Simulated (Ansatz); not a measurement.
BH5O3: several calculations on one system

Part 1: Relaxation

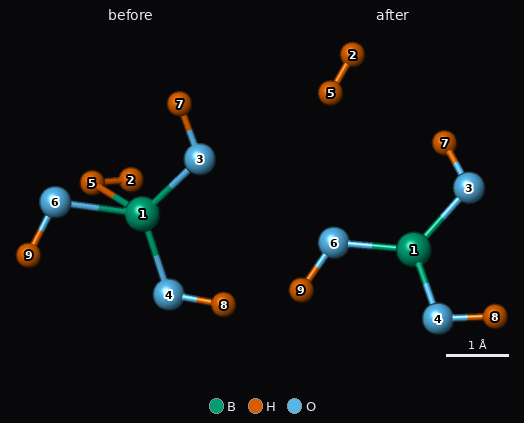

The structure of BH₅O₃ (started from a transition state, displaced along its imaginary mode) before (left) and after (right) a relaxation, at one scale.

A ball-and-stick model, seen at a tilt.

These are results of RKS PBE0-D4/def2-TZVP (Ansatz 0.2.0), not measurements.

Input file:
```yaml
crystal:
  periodic: [false, false, false]
  atoms:
    - {symbol: B, position_ang: [-0.040325, -0.143209, 0.112552]}
    - {symbol: H, position_ang: [-0.341556, 1.366701, -0.427314]}
    - {symbol: O, position_ang: [-1.293653, -0.740134, 0.053371]}
    - {symbol: O, position_ang: [0.484262, 0.089335, 1.375814]}
    - {symbol: H, position_ang: [0.181015, 1.086475, -0.801802]}
    - {symbol: O, position_ang: [0.907374, -0.297467, -0.959073]}
    - {symbol: H, position_ang: [-1.630970, -0.869904, -0.837118]}
    - {symbol: H, position_ang: [-0.059868, -0.273252, 2.079167]}
    - {symbol: H, position_ang: [1.793821, -0.218444, -0.595597]}
basis:
  gaussian: {orbitals: def2-TZVP}
hamiltonian: {xc: pbe0, dispersion: d4}
relax: {f_tol: 0.005, max_steps: 200}
```

Command:
```bash
ansatz run in.yaml --threads 4 --pin off --events-out ev --progress --plain --max-ram 9574MiB
```

**Summarise the run.**

After 48 accepted moves (54 points after the start) the energy has fallen by 37.1 kcal/mol. Largest force component: 2.7 eV/Å at the start, 0.005 eV/Å at the end. The line search rejected the trial steps at points 14, 15, 21, 23, 37, 43 of the run. The forces were under the threshold at step 16, but the run went on from there. The atom that moves furthest after the best rigid fit is H2 (2.13 Å). Largest moves by element: H 2.13 Å, O 1.21 Å, B 0.65 Å. Among the contacts that change: B1–H2 1.632 → 3.815 Å, B1–H5 1.548 → 3.329 Å, B1–O6 1.439 → 1.368 Å, H2–H5 0.701 → 0.748 Å. Bond angles that change, for instance: B1–O6–H9 108.5° → 112.1°, O3–B1–O4 116.9° → 120.2°, B1–O3–H7 114.5° → 112.2°. The run took 87 s on 4 threads of Intel Xeon Platinum 8259CL @ 2.50GHz, on a shared host.

Part 2: Relaxation

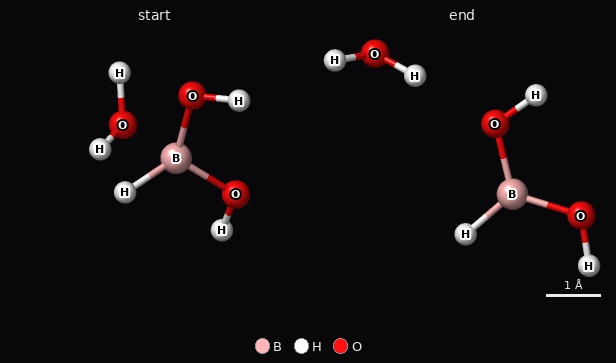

The structure of BH₅O₃ (started from a transition state, displaced along its imaginary mode) before (left) and after (right) a relaxation, at one scale.

Style: ball-and-stick. Shown at a tilt.

The calculation used Ansatz 0.2.0, RKS PBE0-D4/def2-TZVP.

Input
```yaml
crystal:
  periodic: [false, false, false]
  atoms:
    - {symbol: B, position_ang: [-0.287074, 0.160647, 0.199505]}
    - {symbol: H, position_ang: [-0.484657, 1.257934, -0.239269]}
    - {symbol: O, position_ang: [-1.288278, -0.829112, 0.060445]}
    - {symbol: O, position_ang: [0.486227, 0.078698, 1.381767]}
    - {symbol: H, position_ang: [0.603406, 0.716761, -1.013690]}
    - {symbol: O, position_ang: [0.903565, -0.055224, -1.052326]}
    - {symbol: H, position_ang: [-1.657079, -0.847041, -0.823053]}
    - {symbol: H, position_ang: [-0.042281, -0.301902, 2.084229]}
    - {symbol: H, position_ang: [1.766269, -0.180662, -0.597607]}
basis:
  gaussian: {orbitals: def2-TZVP}
hamiltonian: {xc: pbe0, dispersion: d4}
relax: {f_tol: 0.005, max_steps: 200}
```

Command:
```bash
ansatz run in.yaml --threads 4 --pin off --events-out ev --progress --plain --max-ram 9574MiB
```

Describe what moved and what it gained.

Over 34 accepted moves (37 points after the start) the energy falls by 41.5 kcal/mol. The largest force component goes from 12 to 0.0038 eV/Å. The line search rejected the trial steps at points 8, 11, 15 of the run. The largest move after the best rigid fit is that of H5, 2.15 Å. Largest moves by element: H 2.15 Å, O 1.69 Å, B 0.86 Å. Some distances before and after: B1–H5 1.604 → 4.176 Å, B1–O6 1.741 → 3.837 Å, H5–O6 0.829 → 0.959 Å, B1–O3 1.415 → 1.358 Å. Among the angles between lasting bonds that change: H5–O6–H9 114.5° → 104.9°, H2–B1–O3 119.2° → 123.2°, O3–B1–O4 115.4° → 118.7°.

Part 3: Reaction

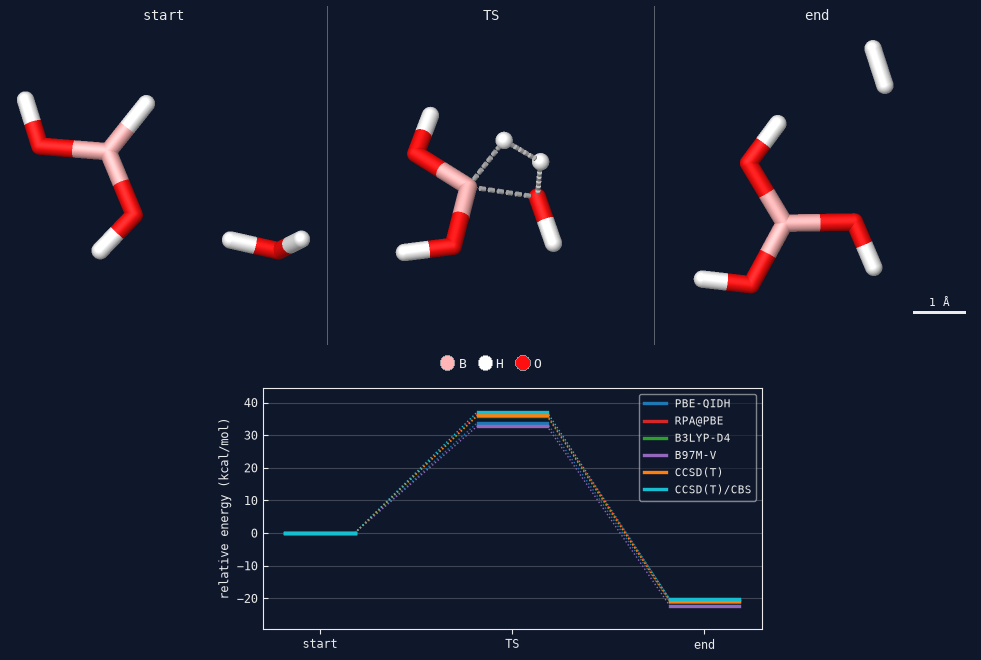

A reaction step of BH₅O₃, with its energy diagram. A stick model, seen at a tilt. Dashed sticks mark bonds that form or break.

Stationary points at PBE0-D4/def2-TZVP, single-point energies with PBE-QIDH, RPA@PBE, B3LYP-D4, B97M-V, CCSD(T), CCSD(T)/CBS (def2-TZVPP where no basis is named; Ansatz 0.2.0). The energies are electronic, without zero-point or thermal terms, and both ends are the minima reached downhill from the saddle, with any fragments still in contact. CCSD(T)/CBS stands for a frozen-core estimate: MP2 correlation extrapolated from def2-TZVPP and def2-QZVPP, CCSD(T) minus MP2 from the smaller set.

> Describe the step and its energetics.

Counted by bonded pieces, the start holds BH₃O₂ + H₂O and the end holds BH₃O₃ + H₂. From the start over the saddle to the end, bonds form: B–O (3.84 → 1.59 → 1.37 Å), H–H (4.05 → 1.07 → 0.75 Å). Bonds break: B–H (1.20 → 1.41 → 3.81 Å), H–O (0.96 → 1.20 → 2.73 Å). The saddle has one imaginary mode, 1398i cm⁻¹. With PBE-QIDH the barrier is 33.9 kcal/mol from the start and 54.9 kcal/mol from the end, and the end lies 21.0 kcal/mol below the start.

```csv
level,barrier from the start (kcal/mol),barrier from the end (kcal/mol),the end less the start (kcal/mol)
PBE-QIDH,33.9,54.9,−21.0
RPA@PBE,36.5,56.6,−20.1
B3LYP-D4,35.9,56.7,−20.7
B97M-V,32.9,55.2,−22.3
CCSD(T),36.1,57.0,−20.8
CCSD(T)/CBS,37.2,57.6,−20.3
```

Against CCSD(T)/CBS, RPA@PBE comes closest on the barrier from the start (−0.8 kcal/mol) and B97M-V misses most (−4.4 kcal/mol).
